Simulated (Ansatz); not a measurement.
**BHLYP/STO-3G run of AsH3 (SMILES [AsH3])**

What is the electronic atomisation energy of AsH3 at BHLYP/STO-3G? 

Program for the calculation: Ansatz 0.2.0.

29 further runs of the same task are left out: 1 that didn't finish, 28 set aside as unsound or not needed.

## 1. The system as given

AsH3 has 4 atoms, charge 0, and is taken as a singlet. SMILES: `[AsH3]`. The shape is that of a PBE0-D4/def2-TZVP optimisation.

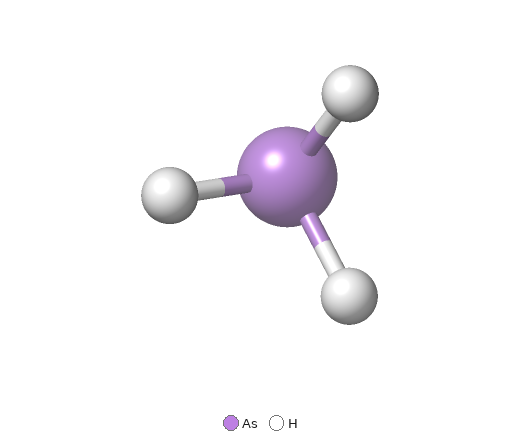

Viewed from a chosen angle; arsenic purple, hydrogen white.

## 2. The energy at BHLYP/STO-3G

File molecule.yaml:

```yaml
crystal:
  periodic: [false, false, false]
  atoms:
    - {symbol: As, position_ang: [-0.215800, 0.487600, -0.346000]}
    - {symbol: H, position_ang: [0.349900, 0.630300, 1.059400]}
    - {symbol: H, position_ang: [-1.068000, -0.705500, 0.061100]}
    - {symbol: H, position_ang: [0.933900, -0.412500, -0.774500]}
basis:
  gaussian:
    orbitals: STO-3G
hamiltonian:
  xc: {name: BHLYP}
accuracy: high
```

Launch:

```console
$ ansatz run molecule.yaml --threads 1 --pin off --max-ram 2610MiB --events-out events.jsonl --progress --plain --runs-dir runs
```

The program printed:

```text
Warning: RAYON_NUM_THREADS=1 ignored (pool sized by the plan → 1); use --threads N
Functional definition: BHLYP
  name "BHLYP"
  parameter a = 0.5
  exchange = (1 - a)*b88_x + a*exact_x
  correlation = lyp_c
262 factors; integrals over basis functions are off by at most 1.8e-8 eV
mean field evaluation 1: about -60204.0204 eV, gradient 1.6e0 eV
mean field evaluation 2: about -60204.0335 eV, gradient 3.5e-1 eV
mean field evaluation 4: about -60204.0203 eV, gradient 1.6e-1 eV
mean field evaluation 8: about -60204.0204 eV, gradient 2.9e-5 eV
mean field -60204.02042425 eV, -2212.4569428405 hartree, gradient 1.9e-9 eV, S^2 0.000000; 0 other end points of the search recorded, 0 dependent functions left out
reference -60204.02043999 eV, -2212.4569434190 hartree; 18, 18 occupied and 3, 3 virtual orbitals, 262 factors
Total energy: -60204.02043999 eV, -2212.4569434190 hartree
```

It took 0.58 s on 1 thread of Intel Xeon Platinum 8488C (Sapphire Rapids), shared host.

## 3. The As atom, same level

File job.yaml:

```yaml
crystal:
  periodic: [false, false, false]
  atoms:
    - {symbol: As, position_ang: [0.000000, 0.000000, 0.000000]}
basis:
  gaussian:
    orbitals: STO-3G
magnetization:
  spin_polarized: true
  initial_magnetization: 3
accuracy: high
hamiltonian:
  xc: {name: BHLYP}
```

Launch:

```console
$ ansatz run job.yaml --threads 1 --pin off --max-ram 2610MiB --events-out events.jsonl --progress --plain --runs-dir runs
```

The program printed:

```text
Warning: RAYON_NUM_THREADS=1 ignored (pool sized by the plan → 1); use --threads N
[... 5 set-up lines as earlier in the session ...]
138 factors; integrals over basis functions are off by at most 4.5e-9 eV
mean field evaluation 1: about -60153.2664 eV, gradient 3.9e-1 eV
mean field evaluation 2: about -60153.2667 eV, gradient 1.4e-2 eV
mean field evaluation 4: about -60153.2720 eV, gradient 9.8e-6 eV
mean field evaluation 8: about -60153.2720 eV, gradient 2.8e-10 eV
mean field -60153.27203260 eV, -2210.5919738457 hartree, gradient 2.8e-10 eV, S^2 3.750000; 0 other end points of the search recorded, 0 dependent functions left out
reference -60153.27204686 eV, -2210.5919743698 hartree; 18, 15 occupied and 0, 3 virtual orbitals, 138 factors
Total energy: -60153.27204686 eV, -2210.5919743698 hartree
```

It took 0.4 s on 1 thread of Intel Xeon Platinum 8488C (Sapphire Rapids), shared host; peak memory 0.11 GiB.

## 4. The H atom at the same level

File in.yaml:

```yaml
crystal:
  periodic: [false, false, false]
  atoms:
    - {symbol: H, position_ang: [0.000000, 0.000000, 0.000000]}
basis:
  gaussian:
    orbitals: STO-3G
magnetization:
  spin_polarized: true
  initial_magnetization: 1
hamiltonian:
  xc: {name: BHLYP}
accuracy: high
```

Run the same way, it converges to -0.46466 Eh (log not shown).

## 5. Outcome

Level: BHLYP/STO-3G.

```
                     quantity           value
       molecule: total energy  -2212.45694 Eh
        As atom: total energy  -2210.59197 Eh
                As atom: ⟨S²⟩           3.750
         H atom: total energy     -0.46466 Eh
                 H atom: ⟨S²⟩           0.750
electronic atomisation energy       12.816 eV
```

**Reading.** Taking the molecule apart into free atoms costs 12.82 eV (296 kcal/mol), before zero-point energy and without spin-orbit coupling. In a minimal basis such a difference can be off by several eV, whatever the method.
